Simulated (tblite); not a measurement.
Geometry relaxation of C₂H₁₁NSi₄ (part 2 of 4)

Continued. System: C₂H₁₁NSi₄. Method: GFN2-xTB geometry optimisation, gas phase (tblite 0.8.0). It belongs to a series of runs on one base structure; here: H on Si replaced by N=CH2.

Geometry of the input (Å):
```
C  3.1518  -0.3560  1.3864
N  1.9367  0.0792  1.5549
Si 0.9072  0.0934  0.1760
C  -0.2081  -1.3760  0.3286
Si -1.4915  -1.1904  -0.9860
Si -2.3481  0.9714  -0.8116
Si -0.4513  1.9989  0.0767
H  3.5654  -0.7015  0.4296
H  3.8387  -0.3845  2.2480
H  1.7312  -0.0022  -1.0457
H  -0.6815  -1.4174  1.3234
H  0.3495  -2.3177  0.2105
H  -2.5749  -2.1978  -0.8355
H  -0.8607  -1.3566  -2.3347
H  -3.4815  1.0312  0.1562
H  -2.7320  1.5353  -2.1214
H  0.1006  3.0394  -0.8317
H  -0.7602  2.5577  1.4245
```

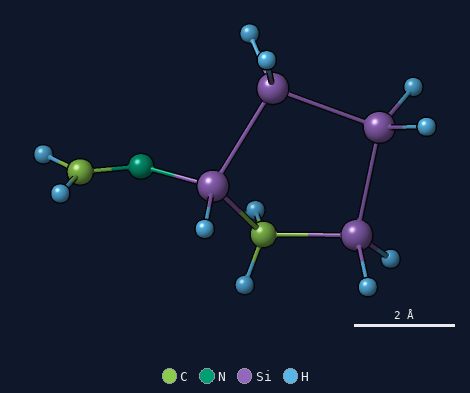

*The geometry at step 54 of the log (ball-and-stick view, seen at a tilt).*

**Trajectory as extended XYZ, continued**
```
18
Properties=species:S:1:pos:R:3:forces:R:3 step=32 energy=-534.90915
C     3.2653   -0.2833    1.5363    0.0190   0.0140  -0.0330
N     2.0407   -0.0957    1.3689   -0.0070   0.0280   0.0100
Si    1.0085    0.0849    0.0058   -0.0240  -0.1080   0.0040
C    -0.2277   -1.3653    0.1881   -0.0080  -0.0330   0.0330
Si   -1.6903   -1.2388   -1.0313    0.0560  -0.0950  -0.0060
Si   -2.3434    0.9641   -0.7665    0.0250   0.1350   0.0730
Si   -0.3972    1.9355    0.1161   -0.0510  -0.0540  -0.0230
H     4.0047   -0.3746    0.7342   -0.0550   0.0370  -0.0280
H     3.6693   -0.3712    2.5433   -0.0900   0.0170  -0.0010
H     1.6495   -0.0354   -1.3254    0.0320  -0.0240   0.0700
H    -0.6420   -1.3233    1.1981    0.0480   0.0020   0.0150
H     0.2649   -2.3346    0.1213    0.0330   0.0520  -0.0860
H    -2.6282   -2.3255   -0.7137   -0.0120   0.0240  -0.0270
H    -1.1920   -1.5117   -2.3887   -0.0170  -0.0500   0.0200
H    -3.5440    1.1023    0.0711    0.0040   0.0170   0.0110
H    -2.7518    1.5914   -2.0300   -0.0240   0.0060  -0.0300
H     0.0937    3.0416   -0.7182    0.0250   0.0440   0.0240
H    -0.5887    2.5461    1.4390    0.0440  -0.0140  -0.0260
18
Properties=species:S:1:pos:R:3:forces:R:3 step=35 energy=-534.92093
C     3.2381   -0.2617    1.5351    0.0380  -0.0300  -0.0130
N     2.0117   -0.0807    1.3765    0.0300   0.0130   0.0350
Si    1.0042    0.0829   -0.0058   -0.0020  -0.1080   0.0350
C    -0.2106   -1.3805    0.1855   -0.1370  -0.0260  -0.0360
Si   -1.6920   -1.2472   -1.0135   -0.0160  -0.0080  -0.1000
Si   -2.3409    0.9765   -0.7718    0.0280  -0.0430   0.0470
Si   -0.3934    1.9312    0.1061   -0.0250   0.0160  -0.0190
H     3.9691   -0.3382    0.7236   -0.0320   0.0370   0.0070
H     3.6448   -0.3692    2.5387   -0.0590   0.0450  -0.0070
H     1.6841   -0.0612   -1.3081    0.0440  -0.0080  -0.0250
H    -0.5991   -1.3446    1.2037   -0.0030  -0.0230   0.0600
H     0.2841   -2.3462    0.0978    0.0460   0.0450  -0.0770
H    -2.6706   -2.3136   -0.7277    0.0910   0.0750   0.0180
H    -1.1921   -1.5306   -2.3730   -0.0390  -0.0240   0.0700
H    -3.5307    1.1166    0.0802   -0.0080   0.0230   0.0090
H    -2.7640    1.6016   -2.0336    0.0000  -0.0180   0.0030
H     0.1072    3.0492   -0.7060    0.0230   0.0380   0.0070
H    -0.5585    2.5223    1.4406    0.0190  -0.0060  -0.0130
18
Properties=species:S:1:pos:R:3:forces:R:3 step=38 energy=-534.92834
C     3.2273   -0.2395    1.5471   -0.0820   0.0300   0.0190
N     1.9989   -0.0924    1.3620    0.0730  -0.0350  -0.0460
Si    1.0111    0.0620   -0.0346   -0.0150   0.0090  -0.0040
C    -0.2115   -1.3955    0.1657    0.0070   0.0200   0.0180
Si   -1.7073   -1.2509   -1.0114   -0.0190   0.0870   0.0340
Si   -2.3397    0.9792   -0.7662   -0.0140  -0.0240  -0.0180
Si   -0.3839    1.9200    0.0966    0.0690  -0.0040  -0.0110
H     3.9848   -0.2631    0.7560   -0.0610   0.0020   0.0550
H     3.5917   -0.3561    2.5650    0.0540   0.0360  -0.0180
H     1.7072   -0.0794   -1.3320    0.0040  -0.0100   0.0260
H    -0.5613   -1.3558    1.1992   -0.0630  -0.0620  -0.0220
H     0.2920   -2.3557    0.0640   -0.0180   0.0250  -0.0760
H    -2.6971   -2.2927   -0.7091    0.0120  -0.0150   0.0570
H    -1.2366   -1.5577   -2.3671    0.0200  -0.0290  -0.0630
H    -3.5245    1.1338    0.0925    0.0100   0.0140  -0.0110
H    -2.7604    1.6122   -2.0301    0.0140  -0.0520   0.0640
H     0.1196    3.0533   -0.6956    0.0080   0.0050   0.0160
H    -0.5192    2.4847    1.4462    0.0020   0.0010  -0.0190
18
Properties=species:S:1:pos:R:3:forces:R:3 step=41 energy=-534.93370
C     3.2206   -0.2210    1.5633   -0.0170   0.0500   0.0070
N     1.9965   -0.1094    1.3404   -0.0510  -0.0290   0.0140
Si    1.0172    0.0456   -0.0591    0.0170   0.0410  -0.0150
C    -0.2154   -1.4018    0.1496    0.0560   0.0360  -0.0280
Si   -1.7243   -1.2442   -1.0108    0.0580  -0.1040  -0.0130
Si   -2.3380    0.9770   -0.7597    0.0380   0.0810   0.0690
Si   -0.3664    1.9094    0.0893    0.0120  -0.0170   0.0090
H     3.9995   -0.2030    0.7960    0.0010  -0.0200   0.0070
H     3.5601   -0.3398    2.5891    0.0400   0.0310  -0.0020
H     1.7195   -0.0915   -1.3552   -0.0240  -0.0160   0.0440
H    -0.5495   -1.3701    1.1893   -0.0460  -0.0780  -0.0650
H     0.2915   -2.3577    0.0252   -0.0660   0.0010  -0.0380
H    -2.7103   -2.2809   -0.6789   -0.0030  -0.0100   0.0460
H    -1.2743   -1.5806   -2.3727   -0.0110   0.0160   0.0250
H    -3.5200    1.1488    0.0971   -0.0030   0.0050   0.0150
H    -2.7542    1.6118   -2.0158   -0.0180   0.0020  -0.0490
H     0.1286    3.0562   -0.6859    0.0180   0.0110  -0.0090
H    -0.4900    2.4575    1.4471   -0.0030   0.0010  -0.0160
18
Properties=species:S:1:pos:R:3:forces:R:3 step=44 energy=-534.93891
C     3.2013   -0.1910    1.5784    0.1080  -0.0120   0.0370
N     1.9817   -0.1248    1.3267   -0.1360   0.0190   0.0930
Si    1.0232    0.0337   -0.0833    0.0190   0.0130   0.0570
C    -0.2106   -1.4068    0.1288   -0.0190  -0.0580  -0.0610
Si   -1.7336   -1.2482   -1.0071   -0.0470   0.0150  -0.0100
Si   -2.3301    0.9853   -0.7468    0.0210  -0.0090  -0.0210
Si   -0.3442    1.8994    0.0794   -0.0290   0.0710   0.0050
H     3.9945   -0.1414    0.8324    0.0790   0.0000  -0.0960
H     3.5328   -0.3144    2.6056   -0.0180   0.0400   0.0540
H     1.7399   -0.1137   -1.3633    0.0030  -0.0140  -0.0440
H    -0.5369   -1.4085    1.1709   -0.0040  -0.0160  -0.0480
H     0.2867   -2.3603   -0.0289    0.0090  -0.0670  -0.0190
H    -2.7300   -2.2653   -0.6441    0.0130  -0.0120   0.0340
H    -1.3085   -1.6060   -2.3707   -0.0160   0.0230   0.0130
H    -3.5115    1.1687    0.1075    0.0040   0.0020   0.0330
H    -2.7533    1.6100   -2.0075   -0.0020   0.0060  -0.0310
H     0.1454    3.0637   -0.6750    0.0190  -0.0170  -0.0150
H    -0.4555    2.4260    1.4451   -0.0040   0.0140   0.0190
18
Properties=species:S:1:pos:R:3:forces:R:3 step=47 energy=-534.94384
C     3.1965   -0.1758    1.5867    0.0340  -0.0120   0.0430
N     1.9746   -0.1323    1.3344   -0.0580   0.0390  -0.0300
Si    1.0286    0.0284   -0.0867   -0.0260  -0.0550  -0.0030
C    -0.2094   -1.4172    0.1089    0.0540  -0.0270  -0.0050
Si   -1.7432   -1.2485   -1.0070   -0.0350   0.0650   0.0240
Si   -2.3243    0.9904   -0.7425   -0.0620  -0.0150  -0.0500
Si   -0.3380    1.9026    0.0758    0.0210  -0.0540   0.0020
H     3.9953   -0.1115    0.8439    0.0010  -0.0040  -0.0300
H     3.5158   -0.2939    2.6181    0.0470   0.0340   0.0430
H     1.7481   -0.1249   -1.3723   -0.0320   0.0110   0.0630
H    -0.5323   -1.4306    1.1519    0.0080  -0.0060  -0.0310
H     0.2841   -2.3727   -0.0579    0.0060  -0.0160  -0.0300
H    -2.7363   -2.2573   -0.6186   -0.0120  -0.0260   0.0190
H    -1.3291   -1.6125   -2.3685   -0.0230   0.0070  -0.0480
H    -3.5047    1.1776    0.1187    0.0520   0.0010  -0.0110
H    -2.7506    1.6095   -2.0088    0.0080  -0.0070   0.0230
H     0.1569    3.0640   -0.6746    0.0270   0.0200  -0.0270
H    -0.4408    2.4109    1.4468   -0.0110   0.0480   0.0460
18
Properties=species:S:1:pos:R:3:forces:R:3 step=51 energy=-534.95005
C     3.1784   -0.1422    1.6066   -0.0140   0.0150  -0.0020
N     1.9555   -0.1335    1.3497    0.0080   0.0090  -0.0050
Si    1.0297    0.0057   -0.0878   -0.0240   0.0150   0.0030
C    -0.2037   -1.4421    0.0705   -0.0410  -0.0190   0.0030
Si   -1.7650   -1.2421   -1.0034    0.0230  -0.0500  -0.0250
Si   -2.3176    1.0005   -0.7393    0.0430  -0.0100   0.0010
Si   -0.3142    1.8999    0.0679    0.0040  -0.0100   0.0270
H     3.9712   -0.0593    0.8576    0.0090  -0.0220   0.0300
H     3.5011   -0.2388    2.6401    0.0310   0.0310  -0.0060
H     1.7671   -0.1534   -1.3587    0.0050   0.0240   0.0180
H    -0.5229   -1.4939    1.1117    0.0560  -0.0200   0.0420
H     0.2833   -2.3918   -0.1415    0.0080  -0.0100  -0.0050
H    -2.7490   -2.2463   -0.5691    0.0090   0.0210  -0.0290
H    -1.3688   -1.6309   -2.3673   -0.0850   0.0320  -0.0100
H    -3.4805    1.2021    0.1372    0.0040   0.0070   0.0100
H    -2.7534    1.6027   -2.0057   -0.0110   0.0360  -0.0290
H     0.1897    3.0734   -0.6697   -0.0090  -0.0760   0.0150
H    -0.4095    2.3964    1.4495   -0.0140   0.0270  -0.0380
18
Properties=species:S:1:pos:R:3:forces:R:3 step=54 energy=-534.95445
C     3.1697   -0.1288    1.6139   -0.0370   0.0370  -0.0430
N     1.9446   -0.1245    1.3597    0.1290  -0.0310   0.0830
Si    1.0210   -0.0037   -0.0813    0.0370   0.0090   0.0630
C    -0.2028   -1.4602    0.0574    0.0080   0.0110   0.0300
Si   -1.7693   -1.2437   -1.0044   -0.0080   0.0190   0.0280
Si   -2.3128    1.0033   -0.7445    0.0300   0.0170  -0.0130
Si   -0.3068    1.8943    0.0712   -0.0660   0.0250   0.0030
H     3.9581   -0.0537    0.8571   -0.0200  -0.0280   0.0550
H     3.5087   -0.2063    2.6463   -0.0570   0.0280  -0.0710
H     1.7728   -0.1575   -1.3370    0.0510   0.0140  -0.0840
H    -0.5048   -1.5259    1.1025    0.0020  -0.0430   0.0370
H     0.2860   -2.4048   -0.1734    0.0080   0.0030  -0.0090
H    -2.7516   -2.2395   -0.5587   -0.0370  -0.0200  -0.0150
H    -1.4000   -1.6268   -2.3728   -0.0450   0.0040  -0.0680
H    -3.4637    1.2110    0.1480    0.0050   0.0030  -0.0190
H    -2.7562    1.6075   -2.0127    0.0120   0.0020   0.0500
H     0.2042    3.0613   -0.6700    0.0020  -0.0650   0.0030
H    -0.4058    2.4045    1.4470   -0.0140   0.0160  -0.0290
18
Properties=species:S:1:pos:R:3:forces:R:3 step=57 energy=-534.96015
C     3.1636   -0.0981    1.6318    0.0160   0.0110   0.0080
N     1.9417   -0.1300    1.3694    0.0340  -0.0280  -0.0250
Si    1.0248   -0.0226   -0.0790    0.0740  -0.0150  -0.0100
C    -0.2017   -1.4835    0.0315    0.0680   0.0220   0.0370
Si   -1.7855   -1.2462   -1.0056    0.0110   0.0090   0.0340
Si   -2.2995    1.0069   -0.7462   -0.0580   0.0060   0.0180
Si   -0.2975    1.8811    0.0759   -0.0200  -0.0440  -0.0170
H     3.9631   -0.0197    0.8899   -0.0240  -0.0110  -0.0390
H     3.4958   -0.1500    2.6658   -0.0540   0.0150   0.0200
H     1.7833   -0.1604   -1.3408    0.0010   0.0150   0.0200
H    -0.4805   -1.5774    1.0825   -0.0380  -0.0400  -0.0240
H     0.2830   -2.4230   -0.2314    0.0070   0.0360  -0.0060
H    -2.7642   -2.2299   -0.5244   -0.0400  -0.0120  -0.0320
H    -1.4772   -1.6246   -2.3940   -0.0180  -0.0030   0.0170
H    -3.4391    1.2285    0.1590    0.0070  -0.0040  -0.0350
H    -2.7523    1.6162   -2.0083    0.0220   0.0030   0.0450
H     0.2260    3.0327   -0.6698    0.0340   0.0140  -0.0480
H    -0.3927    2.4063    1.4421   -0.0210   0.0230   0.0360
18
Properties=species:S:1:pos:R:3:forces:R:3 step=60 energy=-534.96280
C     3.1587   -0.0773    1.6427    0.0000  -0.0180   0.0160
N     1.9407   -0.1390    1.3686    0.0090  -0.0090  -0.0290
Si    1.0362   -0.0350   -0.0848   -0.0350   0.0240  -0.0150
C    -0.1947   -1.4918    0.0178   -0.0290  -0.0150  -0.0230
Si   -1.7942   -1.2473   -1.0002    0.0080  -0.0130   0.0150
Si   -2.2975    1.0090   -0.7419    0.0200  -0.0360   0.0190
Si   -0.2890    1.8707    0.0735    0.0320   0.0300   0.0130
H     3.9624    0.0114    0.9077    0.0000   0.0000  -0.0270
H     3.4727   -0.1195    2.6811    0.0090   0.0160   0.0490
H     1.7952   -0.1671   -1.3447    0.0180   0.0070   0.0010
H    -0.4693   -1.6122    1.0669   -0.0100  -0.0040  -0.0120
H     0.2830   -2.4268   -0.2696    0.0340   0.0060  -0.0100
H    -2.7798   -2.2227   -0.5072    0.0040   0.0190  -0.0340
H    -1.5194   -1.6327   -2.3970   -0.0070   0.0130   0.0690
H    -3.4292    1.2413    0.1632   -0.0510   0.0020   0.0160
H    -2.7488    1.6208   -1.9994    0.0090   0.0230  -0.0070
H     0.2430    3.0245   -0.6709    0.0060  -0.0400  -0.0180
H    -0.3789    2.4001    1.4427   -0.0170  -0.0050  -0.0240
18
Properties=species:S:1:pos:R:3:forces:R:3 step=63 energy=-534.96460
C     3.1530   -0.0625    1.6528   -0.0260  -0.0070  -0.0170
N     1.9382   -0.1444    1.3675    0.0030  -0.0020   0.0190
Si    1.0389   -0.0431   -0.0888   -0.0250  -0.0060   0.0120
C    -0.1906   -1.5039    0.0047   -0.0080  -0.0100  -0.0180
Si   -1.7994   -1.2486   -0.9931   -0.0260   0.0120   0.0150
Si   -2.2940    1.0078   -0.7371    0.0000   0.0210   0.0180
Si   -0.2800    1.8650    0.0727   -0.0030   0.0080  -0.0010
H     3.9550    0.0332    0.9153    0.0180  -0.0040   0.0450
H     3.4578   -0.0889    2.6965    0.0110   0.0060  -0.0340
H     1.8088   -0.1705   -1.3423    0.0080   0.0010  -0.0080
H    -0.4592   -1.6451    1.0529    0.0160   0.0110  -0.0140
H     0.2896   -2.4312   -0.3031    0.0220   0.0020  -0.0070
H    -2.7928   -2.2119   -0.4980   -0.0080  -0.0080  -0.0010
H    -1.5542   -1.6338   -2.3913    0.0250  -0.0020   0.0040
H    -3.4236    1.2512    0.1704   -0.0280  -0.0070  -0.0010
H    -2.7433    1.6275   -1.9938    0.0180  -0.0010   0.0200
H     0.2598    3.0101   -0.6776    0.0080  -0.0190  -0.0160
H    -0.3727    2.3953    1.4404   -0.0050   0.0050  -0.0170
18
Properties=species:S:1:pos:R:3:forces:R:3 step=66 energy=-534.96557
C     3.1502   -0.0592    1.6556    0.0610   0.0140   0.0210
N     1.9378   -0.1480    1.3681   -0.0880  -0.0020  -0.0210
Si    1.0374   -0.0465   -0.0888    0.0350  -0.0170  -0.0180
C    -0.1909   -1.5090   -0.0036    0.0260   0.0190   0.0020
Si   -1.8055   -1.2477   -0.9885   -0.0050   0.0080  -0.0170
Si   -2.2924    1.0093   -0.7303   -0.0340   0.0210   0.0250
Si   -0.2767    1.8638    0.0729   -0.0110  -0.0310  -0.0150
H     3.9571    0.0387    0.9247    0.0150  -0.0050  -0.0020
H     3.4552   -0.0761    2.6993   -0.0080  -0.0090  -0.0060
H     1.8132   -0.1694   -1.3434   -0.0250   0.0040   0.0370
H    -0.4560   -1.6553    1.0441    0.0170  -0.0030   0.0140
H     0.2957   -2.4310   -0.3163   -0.0050  -0.0110  -0.0160
H    -2.7985   -2.2102   -0.4949   -0.0220  -0.0190   0.0140
H    -1.5636   -1.6324   -2.3866    0.0200  -0.0010  -0.0140
H    -3.4282    1.2530    0.1713   -0.0060  -0.0080  -0.0060
H    -2.7372    1.6304   -1.9869    0.0120   0.0030   0.0040
H     0.2673    2.9995   -0.6848    0.0140   0.0110  -0.0230
H    -0.3735    2.3965    1.4366    0.0030   0.0260   0.0210
18
Properties=species:S:1:pos:R:3:forces:R:3 step=70 energy=-534.96635
C     3.1502   -0.0573    1.6560    0.0010  -0.0030   0.0070
N     1.9363   -0.1478    1.3708    0.0010   0.0090   0.0080
Si    1.0377   -0.0487   -0.0860   -0.0180   0.0140   0.0060
C    -0.1889   -1.5111   -0.0067   -0.0110   0.0030  -0.0010
Si   -1.8082   -1.2467   -0.9869   -0.0010  -0.0050   0.0020
Si   -2.2966    1.0124   -0.7247    0.0040  -0.0190  -0.0030
Si   -0.2767    1.8622    0.0731    0.0000   0.0150   0.0070
H     3.9580    0.0337    0.9249   -0.0040   0.0010  -0.0050
H     3.4550   -0.0690    2.6989    0.0020  -0.0090   0.0170
H     1.8132   -0.1683   -1.3355    0.0150  -0.0020  -0.0290
H    -0.4506   -1.6628    1.0411    0.0130  -0.0080   0.0130
H     0.2985   -2.4309   -0.3257   -0.0160  -0.0030  -0.0130
H    -2.8017   -2.2138   -0.4968    0.0050   0.0070   0.0080
H    -1.5647   -1.6317   -2.3851    0.0150   0.0060  -0.0110
H    -3.4351    1.2527    0.1721   -0.0190   0.0010   0.0070
H    -2.7337    1.6334   -1.9842    0.0040   0.0020   0.0070
H     0.2739    2.9931   -0.6916   -0.0060  -0.0160  -0.0030
H    -0.3754    2.4068    1.4346    0.0120   0.0070  -0.0160
18
Properties=species:S:1:pos:R:3:forces:R:3 step=73 energy=-534.96690
C     3.1533   -0.0617    1.6558   -0.0160  -0.0130  -0.0080
N     1.9380   -0.1444    1.3729   -0.0020   0.0100   0.0100
Si    1.0358   -0.0449   -0.0824    0.0040   0.0000   0.0000
C    -0.1896   -1.5091   -0.0038   -0.0010  -0.0070   0.0100
Si   -1.8078   -1.2475   -0.9871    0.0020   0.0020   0.0150
Si   -2.3018    1.0101   -0.7196   -0.0070  -0.0060  -0.0010
Si   -0.2814    1.8643    0.0752   -0.0050  -0.0080  -0.0010
H     3.9587    0.0197    0.9207    0.0010   0.0060   0.0100
H     3.4605   -0.0734    2.6985   -0.0020  -0.0060  -0.0040
H     1.8114   -0.1630   -1.3340    0.0010  -0.0010  -0.0070
H    -0.4466   -1.6617    1.0457    0.0000  -0.0100  -0.0140
H     0.2969   -2.4290   -0.3256   -0.0090   0.0110  -0.0010
H    -2.8009   -2.2183   -0.5019    0.0150   0.0120  -0.0020
H    -1.5526   -1.6251   -2.3859    0.0040   0.0040   0.0000
H    -3.4481    1.2481    0.1708    0.0110  -0.0030  -0.0100
H    -2.7288    1.6365   -1.9804   -0.0030  -0.0050   0.0130
H     0.2742    2.9838   -0.7012   -0.0090   0.0030  -0.0070
H    -0.3800    2.4218    1.4304    0.0160   0.0100  -0.0030
```
